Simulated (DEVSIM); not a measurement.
System: Ru/SiO2/p-Ge capacitor, at 250 K.

```
layer (left to right)  material  thickness (nm)  Na (cm⁻³)
---------------------  --------  --------------  ---------
1                          SiO2            11.0          -
2                            Ge            2200     1.4e17
```

Metal gate on the left, work function 4.7 eV. Fixed charge at the semiconductor interface 3.4e10 cm⁻² (in units of +e); no interface traps.

The device is made up for the run: typed textbook-type constants, with dimensions and the other settings drawn at random. Values at 300 K; Nc and Nv go as T^1.5, mobilities as T to minus their exponent, the gap by Varshni's rule with the affinity fixed.

| parameter | SiO2 | Ge |
|---|---|---|
| gap (eV) | 9 | 0.664 |
| affinity (eV) | 0.9 | 4 |
| permittivity | 3.9 | 16 |
| Nc (cm⁻³) | - | 1.04e19 |
| Nv (cm⁻³) | - | 6e18 |
| Varshni α (eV/K) | - | 0.000477 |
| Varshni β (K) | - | 235 |

Simulated with DEVSIM: 1D Poisson equation in equilibrium, Boltzmann statistics, complete ionisation; no quantum confinement or tunnelling. Metal contacts follow the ideal Schottky-Mott rule: no Fermi-level pinning, no interface dipoles.

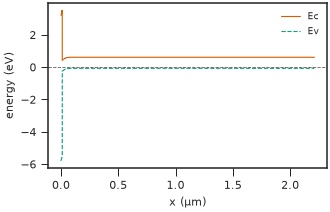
Figure. Band edges at 0.6 V on the gate

Energies count from the Fermi level of the right contact; mesh points crowd at the junctions.

```json
[
 {"x (μm)": "0.000", "Ec (eV)": "3.200", "Ev (eV)": "-5.800", "n (cm⁻³)": "< 1e2", "p (cm⁻³)": "< 1e2", "field (V/cm)": "290000"},
 {"x (μm)": "0.001252", "Ec (eV)": "3.236", "Ev (eV)": "-5.764", "n (cm⁻³)": "< 1e2", "p (cm⁻³)": "< 1e2", "field (V/cm)": "290000"},
 {"x (μm)": "0.003561", "Ec (eV)": "3.302", "Ev (eV)": "-5.698", "n (cm⁻³)": "< 1e2", "p (cm⁻³)": "< 1e2", "field (V/cm)": "290000"},
 {"x (μm)": "0.006987", "Ec (eV)": "3.400", "Ev (eV)": "-5.600", "n (cm⁻³)": "< 1e2", "p (cm⁻³)": "< 1e2", "field (V/cm)": "290000"},
 {"x (μm)": "0.01007", "Ec (eV)": "3.489", "Ev (eV)": "-5.511", "n (cm⁻³)": "< 1e2", "p (cm⁻³)": "< 1e2", "field (V/cm)": "290000"},
 {"x (μm)": "0.01117", "Ec (eV)": "0.416", "Ev (eV)": "-0.267", "n (cm⁻³)": "3.2e10", "p (cm⁻³)": "1.9e13", "field (V/cm)": "73000"},
 {"x (μm)": "0.01264", "Ec (eV)": "0.427", "Ev (eV)": "-0.256", "n (cm⁻³)": "2.0e10", "p (cm⁻³)": "3.2e13", "field (V/cm)": "71000"},
 {"x (μm)": "0.01784", "Ec (eV)": "0.462", "Ev (eV)": "-0.221", "n (cm⁻³)": "3.9e9", "p (cm⁻³)": "1.6e14", "field (V/cm)": "63000"},
 {"x (μm)": "0.02670", "Ec (eV)": "0.511", "Ev (eV)": "-0.172", "n (cm⁻³)": "3.9e8", "p (cm⁻³)": "1.6e15", "field (V/cm)": "49000"},
 {"x (μm)": "0.04657", "Ec (eV)": "0.579", "Ev (eV)": "-0.104", "n (cm⁻³)": "1.7e7", "p (cm⁻³)": "3.6e16", "field (V/cm)": "20000"},
 {"x (μm)": "0.08989", "Ec (eV)": "0.607", "Ev (eV)": "-0.076", "n (cm⁻³)": "4600000", "p (cm⁻³)": "1.3e17", "field (V/cm)": "760"},
 {"x (μm)": "0.2309", "Ec (eV)": "0.608", "Ev (eV)": "-0.075", "n (cm⁻³)": "4400000", "p (cm⁻³)": "1.4e17", "field (V/cm)": "≈ 0"},
 {"x (μm)": "0.4916", "Ec (eV)": "0.608", "Ev (eV)": "-0.075", "n (cm⁻³)": "4400000", "p (cm⁻³)": "1.4e17", "field (V/cm)": "≈ 0"},
 {"x (μm)": "1.060", "Ec (eV)": "0.608", "Ev (eV)": "-0.075", "n (cm⁻³)": "4400000", "p (cm⁻³)": "1.4e17", "field (V/cm)": "≈ 0"},
 {"x (μm)": "1.786", "Ec (eV)": "0.608", "Ev (eV)": "-0.075", "n (cm⁻³)": "4400000", "p (cm⁻³)": "1.4e17", "field (V/cm)": "≈ 0"},
 {"x (μm)": "2.016", "Ec (eV)": "0.608", "Ev (eV)": "-0.075", "n (cm⁻³)": "4400000", "p (cm⁻³)": "1.4e17", "field (V/cm)": "≈ 0"},
 {"x (μm)": "2.122", "Ec (eV)": "0.608", "Ev (eV)": "-0.075", "n (cm⁻³)": "4400000", "p (cm⁻³)": "1.4e17", "field (V/cm)": "≈ 0"},
 {"x (μm)": "2.171", "Ec (eV)": "0.608", "Ev (eV)": "-0.075", "n (cm⁻³)": "4400000", "p (cm⁻³)": "1.4e17", "field (V/cm)": "≈ 0"},
 {"x (μm)": "2.197", "Ec (eV)": "0.608", "Ev (eV)": "-0.075", "n (cm⁻³)": "4400000", "p (cm⁻³)": "1.4e17", "field (V/cm)": "≈ 0"},
 {"x (μm)": "2.205", "Ec (eV)": "0.608", "Ev (eV)": "-0.075", "n (cm⁻³)": "4400000", "p (cm⁻³)": "1.4e17", "field (V/cm)": "≈ 0"},
 {"x (μm)": "2.209", "Ec (eV)": "0.608", "Ev (eV)": "-0.075", "n (cm⁻³)": "4400000", "p (cm⁻³)": "1.4e17", "field (V/cm)": "≈ 0"},
 {"x (μm)": "2.211", "Ec (eV)": "0.608", "Ev (eV)": "-0.075", "n (cm⁻³)": "4400000", "p (cm⁻³)": "1.4e17", "field (V/cm)": "≈ 0"}
]
```
